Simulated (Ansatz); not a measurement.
# Computed energy over volume and axial ratio: Hf (hcp, Mg type)

Hf (hcp, Mg type)

Space group P6₃/mmc (No. 194); a = 3.204 Å, b = 3.204 Å, c = 5.069 Å, α = 90.00°, β = 90.00°, γ = 120.00°

```
atom  site  symmetry       x       y       z
----  ----  --------  ------  ------  ------
Hf      2d      -6m2  0.6667  0.3333  0.2500
```

Grid over V/V₀ and (c/a)/(c/a)₀, subscript 0 meaning the relaxed cell; the conventional c axis lies along z; no internal relaxation.

Level of theory: PBE (plane waves to 420 eV, PAW, scalar-relativistic; Ansatz, a quantum-chemistry and plane-wave program). k mesh 17×17×9 (Γ-centred), Fermi-Dirac smearing 0.05 eV. The energy includes the smearing's −TS. With partly filled bands, the response to shear is sensitive to the k mesh, so small differences along c/a are uncertain. Hf is run without spin polarisation. Hf was relaxed with its symmetry unable to fall. Spin-orbit coupling is left out, though Hf is heavy. ΔE is measured from the relaxed starting cell.

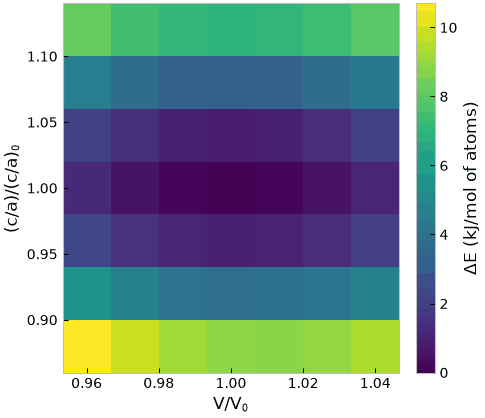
Figure. ΔE (kJ/mol of atoms) over the 7×7 grid of computed points.

The modulus against c/a change at fixed volume, (3/4V)·∂²E/∂(ln c/a)² (fit, atoms clamped) is 62 GPa. Lowest place on the grid: V/V₀ = 1.000, (c/a)/(c/a)₀ = 1.000 (0 meV/atom). Highest place on the grid: V/V₀ = 0.960, (c/a)/(c/a)₀ = 0.880 (111 meV/atom).

Near the relaxed cell σzz − σxx = −2Cδ (compression positive), C being this modulus and δ the logarithm of the ratio.

(A scan under strain: stresses follow from slopes of the energy per volume, elastic moduli from its curvatures.)
